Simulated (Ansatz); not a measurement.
The calculation's input:

```
crystal:
  periodic: [false, false, false]
  atoms:
    - { symbol: Mo, position_ang: [-0.100464, -0.085924, -0.086366] }
    - { symbol: Cl, position_ang: [-0.134001, -0.206768, 2.225509] }
    - { symbol: Cl, position_ang: [2.193583, -0.420036, -0.3399] }
    - { symbol: Cl, position_ang: [-0.348494, 2.171188, -0.366357] }
    - { symbol: Cl, position_ang: [-2.447069, -0.176809, -0.025615] }
    - { symbol: Cl, position_ang: [-0.257271, -2.436809, -0.082103] }
    - { symbol: Cl, position_ang: [-0.226293, -0.250076, -2.422638] }
    - { symbol: O, position_ang: [1.783969, 1.82588, 1.419169] }
    - { symbol: H, position_ang: [2.635879, 1.342894, 1.436686] }
    - { symbol: H, position_ang: [1.477861, 1.79116, 2.360415] }
basis:
  gaussian: { orbitals: def2-SVP }
hamiltonian:
  xc: pbe
relax:
  f_tol: 0.03
  max_steps: 50
output:
  orbitals: {}
```

Launched as:

```sh
ansatz run input.yaml --threads 4 --pin off --max-ram 5120MiB --backend cpu --events-out ev --progress --plain --runs-dir out
```

The fields are those of the run's last geometry, not of the input's.

Core potentials replace the inner electrons of Mo.

These are results of Ansatz, RKS PBE/def2-SVP, not measurements.

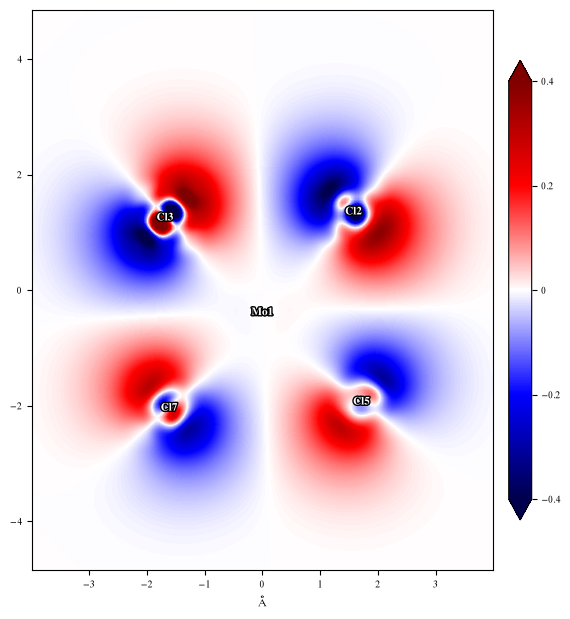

Cl$_{6}$Mo···H$_{2}$O. The HOMO−1 on the plane of atoms Cl2, Mo1 and Cl3 (values in Å⁻³ᐟ²; the overall sign is arbitrary).

Q: Describe this orbital and give its energy.

A: By Hirshfeld shares it lies mainly on Cl2 (about 25 %), Cl3 (about 25 %), Cl5 (about 15 %), Cl7 (about 15 %), Cl6 (about 10 %) and Cl4 (about 5 %); largely a combination of lone pairs on Cl2, Cl3, Cl5, Cl7, Cl6 and Cl4. Its energy is −7.81 eV.
